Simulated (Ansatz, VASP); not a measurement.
# Cross-check of C between VASP and Ansatz

One calculation is typed for both programs; each brings its own data sets. How far apart do they land? The cell is taken from a series of VASP runs on this material, whose earlier steps may have relaxed, scaled or displaced it; both programs get it as it stands. Other levels of theory on this material are compared in a session of their own. Valence electrons are named where the data sets of a main pair hold unlike numbers.

Method: plane waves, with VASP 6.6.1 beside it; band structure at PBE and dielectric response at LDA, in Ansatz 0.2.0.

## Step 1: Set-up

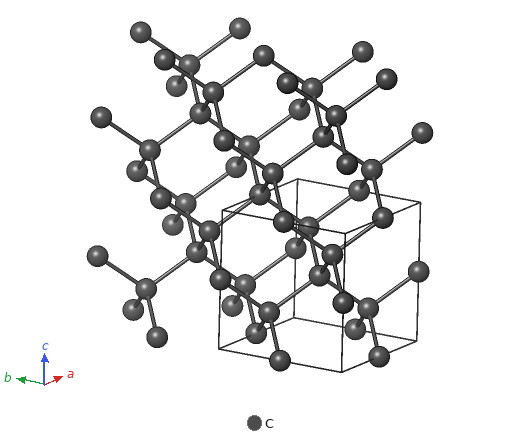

The cell as given, from a free direction (carbon dark grey). 1×2×2 cells are drawn. This picture shows the conventional cell, with its axes. Some periodic images of atoms are drawn too.

Coordinates:

```xyz
2
Lattice="0.0000 1.7858 1.7858 1.7858 0.0000 1.7858 1.7858 1.7858 0.0000" Properties=species:S:1:pos:R:3 pbc="T T T"
C     0.0000    0.0000    0.0000
C     0.8929    0.8929    0.8929
```

## Step 2: VASP: band structure, PBE

The same path points are solved in both programs, so levels can be compared one by one.

Lines of VASP's logs that name or quote its potential files are left out, and so is its time.

File INCAR:

```
SYSTEM = C
PREC = Accurate
ENCUT = 460
EDIFF = 1E-06
NELM = 100
ISMEAR = 0
SIGMA = 0.03
LREAL = .FALSE.
ALGO = Normal
GGA = PE
NBANDS = 16
LORBIT = 11
LWAVE = .FALSE.
LCHARG = .FALSE.
KPAR = 4
LASPH = .TRUE.
```

File POSCAR:

```
C
1.0
    0.0000000000      1.7858110000      1.7858110000
    1.7858110000      0.0000000000      1.7858110000
    1.7858110000      1.7858110000      0.0000000000
C
2
Direct
    0.0000000000      0.0000000000      0.0000000000
    0.2500000000      0.2500000000      0.2500000000
```

File KPOINTS:

```
Automatic mesh
0
Gamma
10 10 10
0 0 0
```

File KPOINTS_OPT:

```
Line mode
10
Line-mode
Reciprocal
  0.00000000   0.00000000   0.00000000 GAMMA
  0.50000000   0.00000000   0.50000000 X

  0.50000000   0.00000000   0.50000000 X
  0.50000000   0.25000000   0.75000000 W

  0.50000000   0.25000000   0.75000000 W
  0.37500000   0.37500000   0.75000000 K

  0.37500000   0.37500000   0.75000000 K
  0.00000000   0.00000000   0.00000000 GAMMA

  0.00000000   0.00000000   0.00000000 GAMMA
  0.50000000   0.50000000   0.50000000 L

  0.50000000   0.50000000   0.50000000 L
  0.62500000   0.25000000   0.62500000 U

  0.62500000   0.25000000   0.62500000 U
  0.50000000   0.25000000   0.75000000 W

  0.50000000   0.25000000   0.75000000 W
  0.50000000   0.50000000   0.50000000 L

  0.50000000   0.50000000   0.50000000 L
  0.37500000   0.37500000   0.75000000 K

  0.62500000   0.25000000   0.62500000 U
  0.50000000   0.00000000   0.50000000 X
```

The projector-augmented-wave data sets are C (PBE family, release 64).

Started as:

```sh
$ mpirun -np 4 vasp_std
```

Numbers of over 12 decimals in the logs are rounded to 6 here.

Log:

```text
[banner, memory and clock lines left out]
running    4 mpi-ranks, on    1 nodes
 distrk:  each k-point on    1 cores,    4 groups
 distr:  one band on    1 cores,    1 groups

 POSCAR found type information on POSCAR C
 POSCAR found :  1 types and       2 ions
 LDA part: xc-table for (Slater+PW92), standard interpolation
 POSCAR, INCAR and KPOINTS ok, starting setup
 FFT: planning ... GRIDC
 FFT: planning ... GRID_SOFT
 FFT: planning ... GRID
 WAVECAR not read
 entering main loop
       N       E                     dE             d eps       ncg     rms          rms(c)
DAV:   1     0.838683390147E+00    0.83868E+00   -0.41139E+03  1552   0.444E+02
DAV:   2    -0.185575916997E+02   -0.19396E+02   -0.18773E+02  2000   0.102E+02
DAV:   3    -0.188184371386E+02   -0.26085E+00   -0.26077E+00  1680   0.886E+00
DAV:   4    -0.188186100290E+02   -0.17289E-03   -0.17289E-03  2008   0.297E-01
DAV:   5    -0.188186101621E+02   -0.13309E-06   -0.13309E-06  1696   0.683E-03    0.556E+00
DAV:   6    -0.183460152403E+02    0.47259E+00   -0.16686E-01  1624   0.239E+00    0.333E+00
DAV:   7    -0.181868146074E+02    0.15920E+00   -0.21989E-01  1672   0.274E+00    0.781E-01
DAV:   8    -0.181886906813E+02   -0.18761E-02   -0.85891E-03  1704   0.532E-01    0.661E-02
DAV:   9    -0.181887073611E+02   -0.16680E-04   -0.30631E-05  1968   0.334E-02    0.239E-02
DAV:  10    -0.181887325833E+02   -0.25222E-04   -0.16702E-05  1768   0.257E-02    0.407E-03
DAV:  11    -0.181887324435E+02    0.13982E-06   -0.14088E-07  1464   0.253E-03
   1 F= -.18188732E+02 E0= -.18188732E+02  d E =-.688960E-47
 Start KPOINTS_OPT (optional k-point list driver)
k-point batch [1-47\100]
       N       E                     dE             ncg
DAV:   1     0.137266838449E+04   -0.12479E+05     1520
DAV:   2     0.449194122909E+03   -0.92347E+03     2016
DAV:   3     0.434559879384E+03   -0.14634E+02     1712
DAV:   4     0.434549471817E+03   -0.10408E-01     2016
DAV:   5     0.434549463816E+03   -0.80018E-05     1704
DAV:   6     0.434549463807E+03   -0.82969E-08     1600
[...]
k-point batch [95-100\100]
       N       E                     dE             ncg
DAV:   1     0.178700299640E+05   -0.27668E+04      208
DAV:   2     0.177481070298E+05   -0.12192E+03      256
DAV:   3     0.177467804309E+05   -0.13266E+01      208
DAV:   4     0.177467796685E+05   -0.76241E-03      272
DAV:   5     0.177467796679E+05   -0.52278E-06      208
```

OUTCAR, selected parts (step 2):

```text
ion  position               nearest neighbor table
   1  0.000  0.000  0.000-   2 1.55   2 1.55   2 1.55   2 1.55
   2  0.250  0.250  0.250-   1 1.55   1 1.55   1 1.55   1 1.55

  LATTYP: Found a face centered cubic cell.
 ALAT       =     3.5716220000

 Subroutine GETGRP returns: Found 48 space group operations
 (whereof 24 operations were pure point group operations)

The static configuration has the point symmetry T_d .
 The point group associated with its full space group is O_h .

 Found     47 irreducible k-points:

   k-points           NKPTS =     47   k-points in BZ     NKDIM =     47   number of bands    NBANDS=     16

   dimension x,y,z NGX =    18 NGY =   18 NGZ =   18
   dimension x,y,z NGXF=    36 NGYF=   36 NGZF=   36

   ENCUT  =  460.0 eV  33.81 Ry    5.81 a.u.   4.42  4.42  4.42*2*pi/ulx,y,z

   NELECT =       8.0000    total number of electrons

 k-points in reciprocal lattice and weights: Automatic mesh
   0.00000000  0.00000000  0.00000000       0.001
   0.10000000  0.00000000  0.00000000       0.008
   0.20000000  0.00000000  0.00000000       0.008
   0.30000000  0.00000000  0.00000000       0.008
   0.40000000  0.00000000  0.00000000       0.008
   0.50000000  0.00000000  0.00000000       0.004
   0.10000000  0.10000000  0.00000000       0.006
   0.20000000  0.10000000  0.00000000       0.024
   0.30000000  0.10000000  0.00000000       0.024
[...]
-0.30000000  0.40000000  0.20000000       0.024
  -0.30000000  0.50000000  0.20000000       0.012

 average (electrostatic) potential at core
       1 -45.4439       2 -45.4439

 E-fermi :   9.9683

 k-point     1 :       0.0000    0.0000    0.0000
  band No.  band energies     occupation
      1     -11.7512      2.00000
      2       9.6702      2.00000
      3       9.6702      2.00000
      4       9.6702      2.00000
      5      15.2541      0.00000
      6      15.2541      0.00000
      7      15.2541      0.00000
      8      22.9079      0.00000
      9      28.9132      0.00000
    ...

 k-point     2 :       0.1000    0.0000    0.0000
  band No.  band energies     occupation
      1     -11.4753      2.00000
      2       8.0005      2.00000
      3       9.2261      2.00000
      4       9.2261      2.00000
      5      15.8370      0.00000
      6      15.8370      0.00000
      7      16.1883      0.00000
      8      23.1498      0.00000
      9      29.3590      0.00000
    ...

 k-point     3 :       0.2000    0.0000    0.0000
  band No.  band energies     occupation
      1     -10.6523      2.00000
      2       4.8044      2.00000
      3       8.3537      2.00000
      4       8.3537      2.00000
      5      16.9613      0.00000
      6      16.9613      0.00000
      7      17.3823      0.00000
      8      23.8249      0.00000
      9      30.1248      0.00000
    ...

  Total        0.0179294      0.0179294      0.0179294      0.0000000      0.0000000      0.0000000
  in kB        2.5219640      2.5219640      2.5219640      0.0000000      0.0000000      0.0000000
  external PRESSURE =       2.5219640 kB  Pullay stress =       0.0000000 kB

  energy-cutoff  :      460.00
  volume of cell :       11.39
      direct lattice vectors                 reciprocal lattice vectors
     0.000000000  1.785811000  1.785811000    -0.279984836  0.279984836  0.279984836
     1.785811000  0.000000000  1.785811000     0.279984836 -0.279984836  0.279984836
     1.785811000  1.785811000  0.000000000     0.279984836  0.279984836 -0.279984836

 POSITION                                       TOTAL-FORCE (eV/Angst)
 -----------------------------------------------------------------------------------
      0.00000      0.00000      0.00000         0.000000      0.000000      0.000000
      0.89291      0.89291      0.89291        -0.000000     -0.000000     -0.000000
 -----------------------------------------------------------------------------------
    total drift:                                0.000000      0.000000     -0.000000

  FREE ENERGIE OF THE ION-ELECTRON SYSTEM (eV)
  ---------------------------------------------------
  free  energy   TOTEN  =       -18.1887324435 eV

  energy  without entropy=      -18.1887324435  energy(sigma->0) =      -18.18873244

 total charge
# of ion       s       p       d       tot
------------------------------------------
    1        0.830   1.744   0.000   2.574
    2        0.830   1.744   0.000   2.574
--------------------------------------------------
tot          1.660   3.488   0.000   5.148

[... 3 further parts left out ...]
```

The run ends at a pressure of 0.25 GPa.

## Step 3: Ansatz: band structure, PBE

Ansatz runs on its default PAW (the set named soft_2) files.

The same cell, functional, mesh and smearing now go to Ansatz, which takes its cutoff from its data sets.

File input.yaml:

```yaml
crystal:
  lattice:
    - [0.0, 1.785811, 1.785811]
    - [1.785811, 0.0, 1.785811]
    - [1.785811, 1.785811, 0.0]
  atoms:
    - { symbol: C, position: [0.0, 0.0, 0.0] }
    - { symbol: C, position: [0.25, 0.25, 0.25] }
hamiltonian:
  xc: pbe
  pseudopotentials: { kind: paw }
kpoints:
  mp_grid: { grid: [10, 10, 10] }
  band_path:
    path:
      - [0.0, 0.0, 0.0]
      - [0.16667, 0.0, 0.16667]
      - [0.33333, 0.0, 0.33333]
      - [0.38889, 0.0, 0.38889]
      - [0.5, 0.0, 0.5]
      - [0.5, 0.08333, 0.58333]
      - [0.5, 0.19444, 0.69444]
      - [0.5, 0.25, 0.75]
      - [0.45833, 0.29167, 0.75]
      - [0.40278, 0.34722, 0.75]
      - [0.375, 0.375, 0.75]
      - [0.20833, 0.20833, 0.41667]
      - [0.08333, 0.08333, 0.16667]
      - [0.0, 0.0, 0.0]
      - [0.22222, 0.22222, 0.22222]
      - [0.38889, 0.38889, 0.38889]
      - [0.51389, 0.47222, 0.51389]
      - [0.55556, 0.38889, 0.55556]
      - [0.61111, 0.27778, 0.61111]
      - [0.61111, 0.25, 0.63889]
      - [0.56944, 0.25, 0.68056]
      - [0.51389, 0.25, 0.73611]
      - [0.5, 0.27778, 0.72222]
      - [0.5, 0.38889, 0.61111]
      - [0.5, 0.47222, 0.52778]
      - [0.48611, 0.48611, 0.52778]
      - [0.43056, 0.43056, 0.63889]
      - [0.38889, 0.38889, 0.72222]
      - [0.59722, 0.19444, 0.59722]
      - [0.55556, 0.11111, 0.55556]
      - [0.5, 0.0, 0.5]
    npoints: 1
scf:
  occupations: { method: gaussian, width: 0.03 }
  n_extra_bands: 7
output:
  forces: true
  stress: true
  eigenvalues: true
  write_density: true
  write_potential: true
  elf: true
  volumetric_format: npy
```

Started as:

```sh
$ ansatz run input.yaml --threads 2 --pin off --max-ram 4608MiB --backend cpu --events-out ev --progress --plain --runs-dir out
```

Log:

```text
scf.n_extra_bands = 7 over 4 filled bands (N_el = 8.0): the run solves 11 bands
Engine: ansatz 0.2.0, aarch64-unknown-linux-gnu
Pseudopotentials: kind: paw
Pseudopotential: C, paw, valence charge 4, recommended cutoff 420 eV (normal), C.paw.azcp
Functional definition: PBE
  parameter kappa = 0.804
  parameter beta = 0.066725
  exchange = pbe_x(kappa = kappa, mu = beta*pi^2/3)
  correlation = pbe_c(beta = beta)
Crystal: 2 atoms, lattice volume = 11.390 Å³
Basis set: ecut = 420 eV, 229 PW (Γ), exchange–correlation on 36×36×36 points (8 copies of the dense FFT grid, shifted against one another)
Bands: 11, of which v1, the nominal top of the filled ones, is band 4 counted from 1 (3 counted from 0)
Symmetry: 48 space group operations
Space group: Fd-3m (ITA 227), of the structure as read, at distance tolerance 2.2e-5 Å
k-points: 47 of 1000
Non-local potential: C, projectors of the file, l = 0: 2, l = 1: 2, l = 2: 1
PAW form: soft (Blöchl's): semilocal exchange-correlation on the pseudo side does not see the compensation charge
PAW one-centre angular grid: C, 110 points (default); XC on 64 Gauss nodes
Initial density: superposition of atomic densities (neutral atoms: chi_scale 0, normalization atom), corrected by the library's trained network
Initial wavefunctions: pseudopotential atomic-orbital guess
Functional: x = pbe(κ = 0.804, μ = 0.219515), c = pbe(β = 0.066725)
SCF iter   1: F=—  HF=-501.615540 eV  |F-HF|=—  |Δ(HF+E_count)|=         —  Δρ=1.73e-3  dr2=8.84e-5  ethr=1.77e-3  ⟨swp⟩=5.3  Hψ=2940  notcnv=0  defer=9
preconditioner: auto → none  [insulator: Δε(μ)=4.179 eV  Ē_g=24.922 eV  σ=0.030 eV  W_gap=1.00  n_scr=0 (ndim 8)  ℏωp=31.1 eV  f_vac=0.000  D(μ)=0.00/eV (n_scr^D=0)  ε∞_Penn≈2.6]
SCF iter   2: F=—  HF=-501.615564 eV  |F-HF|=—  |Δ(HF+E_count)|=   2.39e-5  Δρ=9.71e-4  dr2=3.74e-5  ethr=1.10e-6  ⟨swp⟩=2.0  Hψ=1058  notcnv=0  defer=41
SCF iter   3: F=—  HF=-501.615611 eV  |F-HF|=—  |Δ(HF+E_count)|=   4.72e-5  Δρ=3.22e-4  dr2=8.39e-6  ethr=4.68e-7  ⟨swp⟩=2.0  Hψ=591  notcnv=0  defer=41
SCF iter   4: F=—  HF=-501.615609 eV  |F-HF|=—  |Δ(HF+E_count)|=   2.42e-6  Δρ=1.17e-4  dr2=1.15e-6  ethr=1.05e-7  ⟨swp⟩=1.6  Hψ=498  notcnv=0  defer=41
iter 5 did not close the SCF: its close was put off for the readings that it lacked (scf_convergence_deferred on its scf_iter line)
SCF iter   5: F=-501.615609 eV  HF=-501.615609 eV  |F-HF|=1.53e-9  |Δ(HF+E_count)|=   4.29e-7  Δρ=7.24e-6  dr2=5.10e-9  ethr=1.44e-8  ⟨swp⟩=2.0  Hψ=591  notcnv=0  defer=41
SCF iter   6: F=-501.615609 eV  HF=-501.615609 eV  |F-HF|=2.96e-10  |Δ(HF+E_count)|=  7.83e-10  Δρ=2.84e-6  dr2=7.57e-10  ethr=6.38e-11  ⟨swp⟩=7.1  Hψ=2636  notcnv=0
SCF 1 converged in 6 iterations: F = -501.615609 eV  dr2 = 7.57e-10
  greatest PAW one-centre occupation: 0.643 electrons in one spin orbital (limit 2), on the C atom at site 1 (counted from 0), in its partial waves of l = 0
NSCF: frozen V_eff on 31 k-points
SCF converged after 6 iterations
Free energy (F): -501.615609 eV
Harris-Foulkes:  -501.615609 eV  (|F-HF|=2.96e-10)
Internal energy: -501.615609 eV  (E = F + TS)
E sigma→0 (E₀):  -501.615609 eV
Fermi energy:    15.327230 eV
--- Per-component energies (eV) ---
  E_band       = 34.317441
  E_kinetic    = 184.254472
  E_local      = -122.699640  (includes V_loc(G=0)·N_el)
  E_nonlocal   = 53.265936
  E_hartree    = 26.826090
  E_xc         = -97.358082
  E_vxc        = -120.860768  (∫ρ·V_xc dr)
  E_paw        = -198.418663  (= ΣΔE_a)
  E_vpaw       = -13.295008  (= ΣTr[D̂ρ^β])
  E_aug_tail   = 0.000018  (compensation charges beyond the density's cutoff)
  E_ewald      = -347.485740
  E_smearing   = -0.000000  (= −TS)
  E_closure    = 0.000000  (closes the sum)
  Σ components = -501.615609   (vs F -501.615609, Δ=0.00e0)
--- Forces (eV/Å), atoms counted from 1 ---
  atom   1  C     -0.00000000     0.00000000     0.00000000
  atom   2  C      0.00000000     0.00000000     0.00000000
  max |Σ_I F_I| component: 9.25e-17 eV/Å
--- Stress (GPa, compression-positive) ---
       -0.027215      -0.000000       0.000000
       -0.000000      -0.027215      -0.000000
        0.000000       0.000000      -0.027215
  P = ⅓ Tr σ = -0.0272 GPa (-0.272 kbar)
--- Band table (eV; the first three rows and the last of 47) ---
  k-point 0: bands = [-8.1814, 13.2428, 13.2428, 13.2428, 18.8252, 18.8252, 18.8252, 26.4273, ... 3 higher]
  k-point 1: bands = [-7.9054, 11.5708, 12.7977, 12.7977, 19.4090, 19.4090, 19.7615, 26.6711, ... 3 higher]
  k-point 2: bands = [-7.0828, 8.3743, 11.9220, 11.9220, 20.5345, 20.5345, 20.9483, 27.3505, ... 3 higher]
  k-point 46: bands = [1.1887, 1.1887, 5.1491, 5.1491, 22.5980, 22.5980, 26.6739, 26.6739, ... 3 higher]
```

Elapsed: 0.49 s, on 2 threads of Arm Neoverse V1, shared host; peak memory 0.24 GiB; 0.84 s of CPU time.

The column dr2 measures how far the density is from self-consistency, as an energy; F and HF (Harris–Foulkes) agree once it is small.

## Step 4: Comparison

Known differences besides the potentials themselves: the cutoff is 420 eV in Ansatz and 460 eV in VASP. Total energies have different zeros and are not compared.

Compared:

```csv
quantity,Ansatz,VASP,difference
pressure (GPa),-0.03,0.25,-0.28
pressure without Ansatz's Pulay correction (GPa),-1.06,0.25,-1.31
gap over the path points (eV),4.147,4.140,+0.007
```

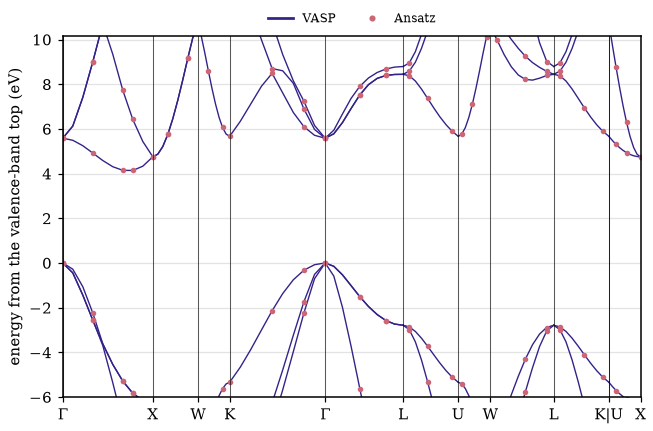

Bands from VASP (lines) and levels from Ansatz (dots). Dots without a line are higher empty bands that the VASP plot leaves out.

Levels at points of the path, from each program's valence-band top (eV; 3 filled, then empty):

```csv
k (reciprocal lattice),Ansatz,VASP
0.000 0.000 0.000,0.00 0.00 0.00 5.58 5.58 5.58,0.00 0.00 0.00 5.58 5.58 5.58
0.167 0.000 0.167,-2.56 -2.56 -2.24 4.92 9.00 9.00,-2.56 -2.56 -2.24 4.92 9.00 9.00
0.333 0.000 0.333,-7.17 -5.30 -5.30 4.15 7.73 13.99,-7.17 -5.29 -5.29 4.14 7.73 14.01
0.389 0.000 0.389,-9.04 -5.84 -5.84 4.15 6.43 15.38,-9.04 -5.83 -5.83 4.14 6.42 15.40
0.500 0.000 0.500,-12.74 -6.28 -6.28 4.76 4.76 16.73,-12.73 -6.27 -6.27 4.75 4.75 16.76
0.500 0.083 0.583,-12.58 -6.80 -6.80 5.76 5.76 16.21,-12.58 -6.79 -6.79 5.75 5.75 16.24
0.500 0.194 0.694,-12.07 -8.05 -8.05 9.16 9.16 13.61,-12.07 -8.04 -8.04 9.17 9.17 13.62
0.500 0.250 0.750,-11.96 -8.29 -8.29 10.60 10.60 12.25,-11.95 -8.29 -8.29 10.61 10.61 12.27
0.458 0.292 0.750,-11.64 -8.83 -7.24 8.58 10.83 12.90,-11.64 -8.83 -7.24 8.58 10.83 12.92
0.403 0.347 0.750,-11.69 -9.23 -5.63 6.06 10.73 14.09,-11.69 -9.23 -5.62 6.06 10.74 14.11
```

Among the levels compared at these points, filled levels agree within 9 meV and empty ones within 32 meV. Ansatz's pressure holds a Pulay correction of 1.03 GPa; VASP's holds none.

(Continued in part 2 of 2.)

[Lines on the potential files, build, host, timing and source positions are cut from VASP's logs without a mark.]

[Logs are printed without paths, hosts, clocks, repeated set-up lines and the standing remarks that a program may print on its own settings, such as how far it seeks lower states.]

[Hosts, paths, dates, database ids (printed as entryN), source tags and the programs' standing remarks are cut or masked in the printed files.]
